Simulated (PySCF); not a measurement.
# GW calculation of Si2H2F3

The run: GW calculation of Si2H2F3, multiplicity 2. Method and program: G0W0 (BP86)/ANO-RCC-VDZP, UKS, sfX2C (PySCF 2.14.0).

The geometry comes from this level: PBE0-D4/def2-TZVP.

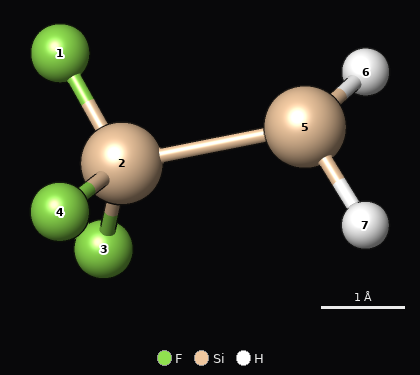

*The structure as given in the input (ball-and-stick view, seen at a tilt; atoms are numbered from 1 in the order of the input).*

Bond lengths as drawn: F–Si 1.58 Å, H–Si 1.48 Å and Si–Si 2.31 Å.

## The input (run.py)
```python
from pyscf import gto, dft
from pyscf.gw.ugw_ac import UGWAC

system = gto.M(
    atom='''
F      0.541000    -1.122900     1.740900
Si     0.348100    -0.838500     0.198300
F     -0.739700    -1.863500    -0.318400
F      1.701000    -1.209700    -0.529600
Si    -0.171300     1.385900    -0.152100
H     -1.367400     1.832600     0.604300
H     -0.250400     1.748100    -1.589000
''',
    spin=1,
    max_memory=1860,
    basis='ano-rcc-vdzp',
    verbose=3,
)

mf = dft.UKS(system)
mf.xc = 'bp86'
mf = mf.x2c()
mf.conv_tol = 1e-10
mf.grids.level = 4
mf.kernel()
if not mf.converged:
    mf = mf.newton().run(mf.mo_coeff, mf.mo_occ)

energy = mf.e_tot
print('E = %.10f Eh' % energy)

nocc = system.nelec[0]
orbs = list(range(max(0, nocc - 2), min(system.nao, nocc + 2)))
mygw = UGWAC(mf)
mygw.orbs = orbs
mygw.kernel()
for s in range(2):
    print('spin', s)
    for p in orbs:
        print('%4d %12.4f %12.4f' % (p + 1, mf.mo_energy[s][p] * 27.211386, mygw.mo_energy[s][p] * 27.211386))
```

Command:
```bash
OMP_NUM_THREADS=1 python run.py
```

## Output
```
WARN: HOMO -0.189741438083591 >= LUMO -0.18974143808359

converged SCF energy = -881.533815249391  <S^2> = 0.75309576  2S+1 = 2.0030934
E = -881.5338152494 Eh

WARN: Even tempered Gaussians are generated as DF auxbasis for  H Si F

WARN: GW QP energies may not be sorted from min to max

spin 0
  28      -8.6095     -11.4267
  29      -6.0057      -8.5086
  30      -1.3956       1.8879
  31      -0.9517       2.0401
spin 1
  28      -8.4303     -11.1023
  29      -4.3677      -1.4263
  30      -1.2000       2.1072
  31      -0.6286       2.2586
```

## Key numbers

| quantity | value |
| --- | --- |
| outcome | converged |
| total energy | −881.533815 hartree |
| basis functions | 88 |
| ⟨S²⟩ | 0.753 |
| dipole moment | 2.23 D |
| hardware | 1 thread of Arm Neoverse V2, 24 GiB of memory available, shared host |
| wall time | 2.7 min |
| peak memory | 0.67 GiB |
